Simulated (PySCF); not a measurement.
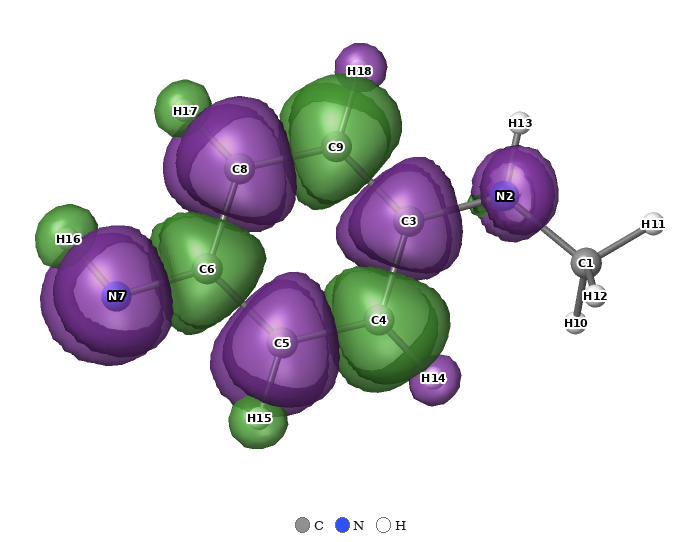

*C$_{7}$H$_{9}$N$_{2}$, doublet, SMILES `CNc1ccc([NH])cc1`. Spin density ρα − ρβ at ±0.02 e/Å³ (purple: excess α, green: excess β).*

Computed with PySCF, HF/def2-SVP, geometry: GFN2-xTB. No frequency check shows the geometry to be a minimum. The stability of the open-shell solution wasn't checked. GFN2-xTB doesn't know the spin state, so this open-shell geometry is rough.

Question: How is the spin shared among the atoms?

Answer: Hirshfeld spin populations: N7 +0.60, C5 +0.35, C8 +0.34, C3 +0.27 and N2 +0.10. Spin polarisation leaves negative spin on C9 (−0.25), C4 (−0.25) and C6 (−0.18). ⟨S²⟩ = 1.27, against 0.75 for a pure state. The picture also shows regions of β spin from spin polarisation; the Hirshfeld sums, whose atoms overlap, net them against the α spin of neighbours.
